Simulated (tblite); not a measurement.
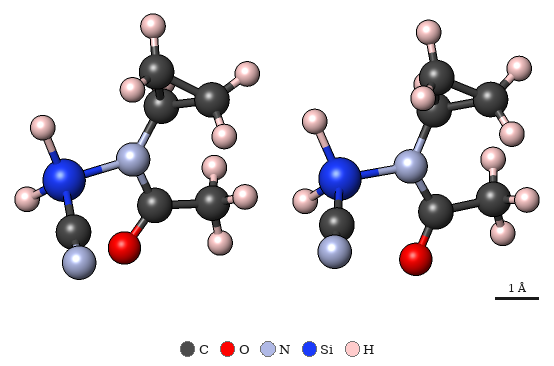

Two geometries of C$_{6}$H$_{10}$N$_{2}$OSi, drawn at one scale. One is the start of a relaxation, the other its converged end. A ball-and-stick model, seen at a tilt.

The calculation used GFN2-xTB geometry optimisation, gas phase in tblite 0.8.0. 

Which geometry has the lower energy?

Answer. The left one is the relaxed one. The largest move after the best rigid fit is that of an N atom, 0.63 Å. By element the largest moves are N 0.63 Å, O 0.45 Å, H 0.43 Å, C 0.40 Å, Si 0.07 Å. Some distances before and after: O–Si 2.909 → 2.418 Å, C–N 1.393 → 1.342 Å, H–Si 1.492 → 1.451 Å, H–Si 1.499 → 1.469 Å. Among the angles between lasting bonds that change: Si–N–C 118.7° → 130.4°, C–N–Si 115.2° → 105.5°, O–C–N 124.6° → 115.3°. After 129 geometry steps the energy has fallen by 8.52 kcal/mol. The run took 1.9 s on 1 thread of Arm Neoverse N1, on a shared host.
